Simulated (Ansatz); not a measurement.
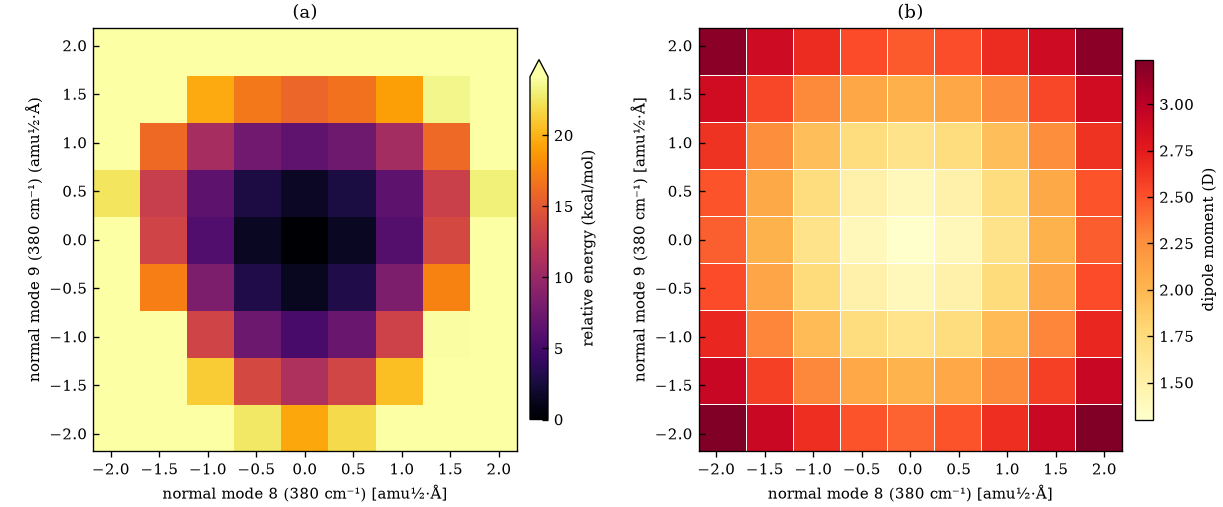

Cl3ISn, SMILES [Cl][Sn]([Cl])([Cl])[I]. 
- The first coordinate is: normal mode 8 (380 cm⁻¹); the second: normal mode 9 (380 cm⁻¹).
- Nothing is relaxed (straight displacements along the two mass-weighted modes).
- The scan uses a 9 × 9 grid.
- Points are written as (first, second).
- All energies are given in kcal/mol relative to the lowest grid point.
- The calculation used RKS PBE-D4/def2-SVP in Ansatz 0.2.0.

Panel (a) is the energy; panel (b) is the computed dipole moment, in D.

The picture shows one coloured cell a grid point, one colour for all values above the top of the scale.

> How does the dipole moment vary over the map, and what is it at the lowest grid point?

Leaving out the highest fifth of the energies, it runs from 1.30 D at (0.00 amu½·Å, 0.00 amu½·Å) to 2.88 D at (−1.94 amu½·Å, 1.45 amu½·Å). At the lowest grid point, (0.00 amu½·Å, 0.00 amu½·Å), it is 1.30 D.

| normal mode 9 (380 cm⁻¹) ↓, normal mode 8 (380 cm⁻¹) → | −1.94 | −1.46 | −0.97 | −0.48 | 0.00 | 0.48 | 0.97 | 1.46 | 1.94 |
| --- | --- | --- | --- | --- | --- | --- | --- | --- | --- |
| 1.94 | 3.19 | 2.90 | 2.67 | 2.52 | 2.47 | 2.52 | 2.67 | 2.89 | 3.19 |
| 1.45 | 2.88 | 2.55 | 2.28 | 2.10 | 2.04 | 2.10 | 2.28 | 2.54 | 2.88 |
| 0.97 | 2.64 | 2.27 | 1.96 | 1.74 | 1.67 | 1.74 | 1.96 | 2.27 | 2.64 |
| 0.48 | 2.49 | 2.09 | 1.74 | 1.49 | 1.40 | 1.49 | 1.74 | 2.09 | 2.50 |
| 0.00 | 2.45 | 2.03 | 1.67 | 1.40 | 1.30 | 1.40 | 1.67 | 2.03 | 2.46 |
| −0.48 | 2.52 | 2.11 | 1.75 | 1.50 | 1.40 | 1.50 | 1.75 | 2.11 | 2.52 |
| −0.97 | 2.69 | 2.30 | 1.97 | 1.75 | 1.66 | 1.74 | 1.97 | 2.30 | 2.69 |
| −1.45 | 2.93 | 2.58 | 2.29 | 2.09 | 2.02 | 2.09 | 2.29 | 2.58 | 2.93 |
| −1.94 | 3.24 | 2.92 | 2.66 | 2.50 | 2.44 | 2.49 | 2.66 | 2.92 | 3.24 |
